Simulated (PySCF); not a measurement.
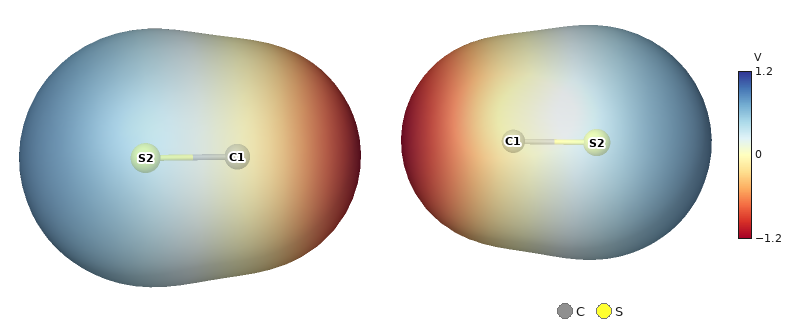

Figure. CS, SMILES `[C-]#[S+]`. Electrostatic potential on the surface of electron density 0.001 a.u. (back view left, front view right).

Level of theory: BP86/def2-TZVP (PySCF), at a geometry from GFN2-xTB. No frequency check shows the geometry to be a minimum. GFN2-xTB bond lengths at metals and heavier atoms can be off by up to 0.1 Å and shapes distorted, which carries into these values.

Cartesian coordinates (Å):

```
C1       1.1064    0.0000    0.0000
S2      -0.4149    0.0000    0.0000
```

Where are the extremes of the potential on the surface?

Answer. Highest: 0.82 V, 2.1 Å from S2. Lowest: −1.20 V, 2.0 Å from C1. The surface is sampled at points, so like sites can differ by a few per cent and only the strongest of them is named.

What volume does the surface enclose, and what is the dipole moment?

Answer. About 56 Å³; the dipole moment is 2.0 D.
